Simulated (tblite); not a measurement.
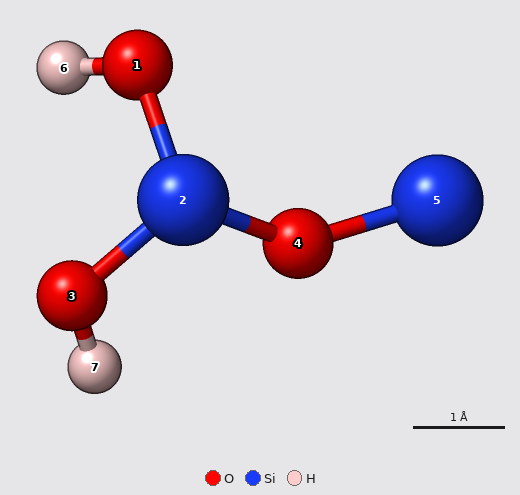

*The input geometry (ball-and-stick view, seen at a tilt; atoms are numbered from 1 in the order of the input).*

Bond lengths as drawn: H–O 0.97 to 0.98 Å and O–Si 1.64 to 1.66 Å.

Run report: Si₂H₂O₃ (charge +1), geometry relaxation (part 1 of 2)

- system: Si₂H₂O₃ (hydroxylated disilicon oxide cation), charge +1, multiplicity 2, SMILES O[Si+](O)O[Si]
- method: GFN2-xTB geometry optimisation, gas phase (tblite 0.8.0)

### Log
```
step      E/eV     max force
  0    -444.63965    2.671
  1    -444.87817    1.274
  2    -444.92816    0.975
  3    -444.95743    0.730
  4    -445.10565    1.877
  5    -445.14568    1.167
  6    -445.18888    0.340
  7    -445.19368    0.278
  8    -445.20336    0.409
  9    -445.21576    0.561
 10    -445.23223    0.624
 11    -445.24590    0.523
 12    -445.25822    0.374
 13    -445.26685    0.372
 14    -445.27949    0.478
 15    -445.29497    0.570
 16    -445.31302    0.444
 17    -445.32062    0.248
 18    -445.32587    0.258
 19    -445.33120    0.279
 20    -445.33696    0.329
 21    -445.33619    0.618
 22    -445.34510    0.269
 23    -445.34735    0.196
 24    -445.35092    0.156
 25    -445.35474    0.184
 26    -445.36397    0.249
 27    -445.36699    0.233
 28    -445.37211    0.189
 29    -445.37477    0.152
 30    -445.37623    0.155
 31    -445.37780    0.148
 32    -445.38018    0.114
 33    -445.38080    0.087
 34    -445.38130    0.083
 35    -445.38180    0.083
 36    -445.38237    0.073
 37    -445.38290    0.059
 38    -445.38328    0.049
 39    -445.38346    0.024
 40    -445.38351    0.020
 41    -445.38352    0.012
 42    -445.38352    0.009
```

### Trajectory as extended XYZ (Å, eV, eV/Å), 43 frames, from step=0 to step=42
```
7
Properties=species:S:1:pos:R:3:forces:R:3 step=0 energy=-444.63965
O    -0.2900    1.3190    0.9348   -0.1960  -1.4000  -0.5420
Si   -0.1213   -0.2862    0.6199   -1.7590   1.6610  -1.1320
O    -1.4304   -0.7721   -0.2346    1.5210  -0.0990   0.2280
O     1.2052   -0.5099   -0.3453    2.4640   0.3160   0.8760
Si    2.8448   -0.2614   -0.3319   -1.9200  -0.3840  -0.3880
H    -0.9857    1.7491    0.3929    0.4310  -0.0450   0.6340
H    -1.2193   -1.2335   -1.0629   -0.5410  -0.0480   0.3240
7
Properties=species:S:1:pos:R:3:forces:R:3 step=1 energy=-444.87817
O    -0.2928    1.2990    0.9271   -0.1790  -0.2960  -0.2590
Si   -0.1464   -0.2625    0.6037   -0.3290   0.5470  -0.5320
O    -1.4086   -0.7736   -0.2313    0.5060  -0.2610  -0.2490
O     1.2404   -0.5054   -0.3328    0.9270   0.2630   0.8330
Si    2.8173   -0.2669   -0.3375   -0.6960  -0.2190  -0.3380
H    -0.9795    1.7485    0.4020    0.2370   0.1720   0.4680
H    -1.2271   -1.2342   -1.0583   -0.4670  -0.2070   0.0770
7
Properties=species:S:1:pos:R:3:forces:R:3 step=2 energy=-444.92816
O    -0.2971    1.2905    0.9205    0.0400   0.2730   0.0740
Si   -0.1562   -0.2479    0.5901    0.2430  -0.1640  -0.1550
O    -1.3951   -0.7796   -0.2367   -0.0320  -0.1710  -0.1860
O     1.2647   -0.4991   -0.3127   -0.6620   0.0840   0.7110
Si    2.7990   -0.2724   -0.3456    0.8530   0.0000  -0.3260
H    -0.9736    1.7523    0.4134   -0.0780   0.4270   0.2210
H    -1.2384   -1.2389   -1.0561   -0.3640  -0.4480  -0.3390
7
Properties=species:S:1:pos:R:3:forces:R:3 step=3 energy=-444.95743
O    -0.2975    1.2914    0.9199    0.0500   0.2420   0.1030
Si   -0.1562   -0.2462    0.5849    0.2600  -0.1020  -0.1350
O    -1.3920   -0.7829   -0.2398   -0.0970  -0.2000  -0.2210
O     1.2622   -0.4966   -0.2993   -0.3140   0.0990   0.6520
Si    2.8055   -0.2736   -0.3516    0.5540  -0.0450  -0.3030
H    -0.9732    1.7585    0.4188   -0.1040   0.4320   0.2040
H    -1.2455   -1.2456   -1.0599   -0.3490  -0.4260  -0.3000
7
Properties=species:S:1:pos:R:3:forces:R:3 step=4 energy=-445.10565
O    -0.3004    1.3003    0.9163   -0.1870   0.3280   0.1460
Si   -0.1532   -0.2199    0.5239   -0.6690   0.2220   0.1610
O    -1.3617   -0.8262   -0.2812   -0.3260  -0.3090  -0.3590
O     1.2666   -0.4658   -0.1437    1.8230  -0.1820  -0.4080
Si    2.8542   -0.2931   -0.4213   -0.4590  -0.1690   0.0550
H    -0.9724    1.8343    0.4812   -0.0570   0.2530   0.2510
H    -1.3297   -1.3247   -1.1023   -0.1260  -0.1440   0.1540
7
Properties=species:S:1:pos:R:3:forces:R:3 step=5 energy=-445.14568
O    -0.3037    1.3059    0.9168   -0.0800   0.1570   0.1460
Si   -0.1628   -0.2143    0.5177   -0.1440   0.1390   0.0820
O    -1.3603   -0.8351   -0.2904   -0.3330  -0.1950  -0.2440
O     1.2853   -0.4647   -0.1285    1.1350  -0.0800  -0.2600
Si    2.8594   -0.2970   -0.4297   -0.3290  -0.1540   0.0790
H    -0.9722    1.8467    0.4929   -0.1600   0.3390   0.1670
H    -1.3423   -1.3367   -1.1060   -0.0890  -0.2050   0.0290
7
Properties=species:S:1:pos:R:3:forces:R:3 step=6 energy=-445.18888
O    -0.3111    1.3192    0.9195   -0.1920   0.0590  -0.0530
Si   -0.1761   -0.1963    0.4917    0.2650  -0.1290  -0.1700
O    -1.3565   -0.8639   -0.3201   -0.0010   0.0960   0.0160
O     1.3313   -0.4557   -0.0665    0.0590   0.0640  -0.2200
Si    2.8790   -0.3114   -0.4598   -0.1260  -0.1340   0.1710
H    -0.9762    1.8963    0.5323   -0.0380   0.1850   0.1930
H    -1.3871   -1.3833   -1.1243    0.0340  -0.1410   0.0630
7
Properties=species:S:1:pos:R:3:forces:R:3 step=7 energy=-445.19368
O    -0.3143    1.3208    0.9191   -0.0840  -0.1510  -0.0630
Si   -0.1734   -0.1981    0.4897    0.1800   0.0350  -0.0990
O    -1.3575   -0.8629   -0.3203    0.0320   0.0820  -0.0140
O     1.3348   -0.4554   -0.0712   -0.1110   0.0610  -0.1810
Si    2.8774   -0.3136   -0.4568    0.0520  -0.1170   0.1220
H    -0.9771    1.8997    0.5356   -0.0970   0.2140   0.1490
H    -1.3866   -1.3857   -1.1232    0.0290  -0.1240   0.0860
7
Properties=species:S:1:pos:R:3:forces:R:3 step=8 energy=-445.20336
O    -0.3226    1.3198    0.9166   -0.0490  -0.1790  -0.0900
Si   -0.1661   -0.1978    0.4819   -0.0540   0.1220  -0.0710
O    -1.3574   -0.8613   -0.3238    0.1250   0.0780  -0.0360
O     1.3416   -0.4525   -0.0795   -0.3870   0.0450  -0.1240
Si    2.8780   -0.3217   -0.4509    0.3820  -0.0870   0.0350
H    -0.9816    1.9153    0.5485   -0.0480   0.1080   0.1480
H    -1.3885   -1.3969   -1.1199    0.0310  -0.0860   0.1380
7
Properties=species:S:1:pos:R:3:forces:R:3 step=9 energy=-445.21576
O    -0.3367    1.3176    0.9112    0.0110  -0.1810  -0.0780
Si   -0.1573   -0.1950    0.4657   -0.2810   0.2800  -0.0230
O    -1.3535   -0.8595   -0.3314    0.1250   0.0080  -0.1150
O     1.3472   -0.4460   -0.0870   -0.4500   0.0260  -0.1160
Si    2.8858   -0.3363   -0.4450    0.5560  -0.0730  -0.0100
H    -0.9877    1.9417    0.5731   -0.0060  -0.0330   0.1290
H    -1.3944   -1.4175   -1.1138    0.0450  -0.0280   0.2120
7
Properties=species:S:1:pos:R:3:forces:R:3 step=10 energy=-445.23223
O    -0.3592    1.3127    0.9018    0.0260   0.0220  -0.0160
Si   -0.1471   -0.1864    0.4401   -0.5160   0.3490  -0.0440
O    -1.3465   -0.8565   -0.3451    0.0940  -0.0110  -0.0980
O     1.3508   -0.4353   -0.1034   -0.2810   0.0130  -0.1280
Si    2.9033   -0.3607   -0.4341    0.5250  -0.0730  -0.0150
H    -0.9967    1.9801    0.6133    0.0910  -0.2650   0.1130
H    -1.4012   -1.4491   -1.0995    0.0610  -0.0350   0.1870
7
Properties=species:S:1:pos:R:3:forces:R:3 step=11 energy=-445.24590
O    -0.3781    1.3100    0.8941    0.0770   0.1950   0.0930
Si   -0.1442   -0.1751    0.4180   -0.4030   0.3210  -0.0870
O    -1.3406   -0.8524   -0.3566   -0.0410  -0.0680  -0.1330
O     1.3508   -0.4259   -0.1236   -0.0780   0.0260  -0.1040
Si    2.9220   -0.3827   -0.4226    0.2900  -0.0750   0.0160
H    -1.0029    2.0062    0.6476    0.0880  -0.3440   0.0650
H    -1.4037   -1.4751   -1.0841    0.0660  -0.0550   0.1500
7
Properties=species:S:1:pos:R:3:forces:R:3 step=12 energy=-445.25822
O    -0.3930    1.3114    0.8897    0.1980   0.2340   0.2150
Si   -0.1465   -0.1596    0.3972   -0.1310   0.1650  -0.2160
O    -1.3379   -0.8494   -0.3689   -0.1150   0.0150  -0.0320
O     1.3494   -0.4172   -0.1464    0.0550   0.0600  -0.0280
Si    2.9417   -0.4038   -0.4101   -0.0320  -0.0690   0.0510
H    -1.0075    2.0221    0.6783   -0.0340  -0.2400  -0.0060
H    -1.4028   -1.4987   -1.0669    0.0580  -0.1650   0.0150
7
Properties=species:S:1:pos:R:3:forces:R:3 step=13 energy=-445.26685
O    -0.4011    1.3171    0.8904    0.2380   0.1810   0.2220
Si   -0.1509   -0.1434    0.3738    0.1740   0.1290  -0.2560
O    -1.3366   -0.8488   -0.3813   -0.1960  -0.0580  -0.1160
O     1.3513   -0.4079   -0.1570    0.0270   0.0910   0.0340
Si    2.9587   -0.4227   -0.4029   -0.2380  -0.0560   0.0770
H    -1.0124    2.0356    0.7057   -0.0800  -0.1970  -0.0350
H    -1.4058   -1.5249   -1.0556    0.0750  -0.0910   0.0740
7
Properties=species:S:1:pos:R:3:forces:R:3 step=14 energy=-445.27949
O    -0.4029    1.3276    0.8971    0.3750  -0.0720   0.2080
Si   -0.1552   -0.1190    0.3421    0.3040   0.0130  -0.3690
O    -1.3405   -0.8470   -0.3972   -0.1070   0.1290   0.0540
O     1.3472   -0.3958   -0.1776    0.0490   0.1040   0.1220
Si    2.9759   -0.4457   -0.3890   -0.4350  -0.0320   0.0750
H    -1.0195    2.0385    0.7338   -0.2530   0.0190  -0.0750
H    -1.4017   -1.5537   -1.0363    0.0670  -0.1620  -0.0160
7
Properties=species:S:1:pos:R:3:forces:R:3 step=15 energy=-445.29497
O    -0.4000    1.3410    0.9090    0.2340  -0.1460   0.0320
Si   -0.1594   -0.0827    0.2865    0.4510   0.0590  -0.3430
O    -1.3446   -0.8434   -0.4204   -0.0970  -0.0740  -0.1060
O     1.3441   -0.3755   -0.1972   -0.0420   0.0970   0.1970
Si    2.9969   -0.4803   -0.3715   -0.5000   0.0040   0.0550
H    -1.0341    2.0484    0.7774   -0.1420  -0.0950  -0.0360
H    -1.3996   -1.6026   -1.0110    0.0950   0.1550   0.2020
7
Properties=species:S:1:pos:R:3:forces:R:3 step=16 energy=-445.31302
O    -0.3741    1.3532    0.9290    0.1500  -0.3840  -0.1650
Si   -0.1633   -0.0512    0.2424    0.2680   0.0840  -0.2260
O    -1.3552   -0.8369   -0.4316    0.0170   0.0990   0.0430
O     1.3279   -0.3615   -0.2139    0.0670   0.0300   0.1860
Si    2.9961   -0.4972   -0.3544   -0.3620   0.0100   0.0080
H    -1.0456    2.0205    0.7880   -0.1910   0.0570   0.0340
H    -1.3825   -1.6220   -0.9866    0.0510   0.1050   0.1210
7
Properties=species:S:1:pos:R:3:forces:R:3 step=17 energy=-445.32062
O    -0.3644    1.3519    0.9321   -0.1190  -0.0870  -0.2000
Si   -0.1608   -0.0391    0.2219    0.0390   0.0130  -0.1710
O    -1.3573   -0.8331   -0.4350    0.0430   0.0970   0.0460
O     1.3236   -0.3558   -0.2157    0.1710  -0.0250   0.1190
Si    2.9913   -0.5037   -0.3487   -0.1870  -0.0020  -0.0130
H    -1.0521    2.0131    0.7945    0.0180  -0.1170   0.1010
H    -1.3769   -1.6284   -0.9763    0.0350   0.1210   0.1170
7
Properties=species:S:1:pos:R:3:forces:R:3 step=18 energy=-445.32587
O    -0.3632    1.3489    0.9290   -0.1850   0.0720  -0.1650
Si   -0.1580   -0.0314    0.2050   -0.0620   0.0060  -0.0830
O    -1.3564   -0.8295   -0.4371   -0.0200   0.0210  -0.0130
O     1.3245   -0.3522   -0.2125    0.1760  -0.0520   0.0620
Si    2.9867   -0.5086   -0.3464    0.0000  -0.0190  -0.0260
H    -1.0555    2.0099    0.8032    0.0680  -0.1610   0.1100
H    -1.3749   -1.6321   -0.9683    0.0230   0.1330   0.1150
7
Properties=species:S:1:pos:R:3:forces:R:3 step=19 energy=-445.33120
O    -0.3679    1.3483    0.9229   -0.1890   0.1370  -0.1530
Si   -0.1550   -0.0130    0.1688   -0.1480   0.0220  -0.0140
O    -1.3554   -0.8258   -0.4480   -0.0300  -0.0830  -0.0670
O     1.3294   -0.3432   -0.2103    0.0720  -0.0550   0.0350
Si    2.9898   -0.5254   -0.3409    0.1810  -0.0340  -0.0360
H    -1.0627    2.0133    0.8311    0.0920  -0.2130   0.0900
H    -1.3749   -1.6493   -0.9506    0.0220   0.2260   0.1440
7
Properties=species:S:1:pos:R:3:forces:R:3 step=20 energy=-445.33696
O    -0.3730    1.3480    0.9137   -0.0880   0.1240  -0.1070
Si   -0.1541    0.0078    0.1288   -0.0920   0.0060   0.0210
O    -1.3551   -0.8218   -0.4589   -0.0550  -0.0360  -0.0260
O     1.3346   -0.3346   -0.2060   -0.0950  -0.0390   0.0290
Si    2.9939   -0.5430   -0.3358    0.3230  -0.0490  -0.0410
H    -1.0700    2.0099    0.8601   -0.0010  -0.1430   0.0600
H    -1.3729   -1.6614   -0.9290    0.0080   0.1370   0.0640
7
Properties=species:S:1:pos:R:3:forces:R:3 step=21 energy=-445.33619
O    -0.3831    1.3539    0.8998   -0.0880   0.0130  -0.2480
Si   -0.1530    0.0646    0.0267   -0.3260   0.2070   0.2110
O    -1.3572   -0.8106   -0.4903    0.0600  -0.4090  -0.1240
O     1.3375   -0.3082   -0.2132    0.1250  -0.1230  -0.0040
Si    3.0170   -0.5953   -0.3149    0.1450  -0.0020  -0.0270
H    -1.0923    2.0067    0.9375    0.0800  -0.2740   0.0020
H    -1.3655   -1.7062   -0.8727    0.0020   0.5880   0.1900
7
Properties=species:S:1:pos:R:3:forces:R:3 step=22 energy=-445.34510
O    -0.3799    1.3504    0.8978    0.1130   0.0290  -0.0600
Si   -0.1555    0.0415    0.0681    0.0400  -0.0260   0.0090
O    -1.3570   -0.8149   -0.4747   -0.0540   0.1150   0.0810
O     1.3378   -0.3221   -0.2023   -0.1440  -0.0490   0.0270
Si    3.0085   -0.5722   -0.3269    0.2650  -0.0340  -0.0300
H    -1.0833    1.9978    0.9044   -0.2010   0.0220   0.0420
H    -1.3672   -1.6757   -0.8936   -0.0200  -0.0570  -0.0690
7
Properties=species:S:1:pos:R:3:forces:R:3 step=23 energy=-445.34735
O    -0.3806    1.3520    0.8932    0.0830   0.0700  -0.0600
Si   -0.1559    0.0512    0.0515    0.0570  -0.0410   0.0120
O    -1.3581   -0.8126   -0.4788   -0.0380   0.1000   0.0790
O     1.3380   -0.3190   -0.2020   -0.1010  -0.0620   0.0190
Si    3.0146   -0.5809   -0.3242    0.1940  -0.0200  -0.0230
H    -1.0889    1.9946    0.9174   -0.1720  -0.0110   0.0390
H    -1.3658   -1.6804   -0.8841   -0.0240  -0.0360  -0.0660
7
Properties=species:S:1:pos:R:3:forces:R:3 step=24 energy=-445.35092
O    -0.3799    1.3574    0.8817    0.0150   0.1380  -0.0710
Si   -0.1555    0.0672    0.0234    0.0420  -0.0210   0.0720
O    -1.3616   -0.8055   -0.4830   -0.0220   0.0110   0.0390
O     1.3365   -0.3166   -0.2026    0.0900  -0.1060  -0.0180
Si    3.0292   -0.5964   -0.3195    0.0160   0.0150  -0.0080
H    -1.1033    1.9837    0.9402   -0.1010  -0.0780   0.0310
H    -1.3620   -1.6849   -0.8673   -0.0410   0.0400  -0.0450
```
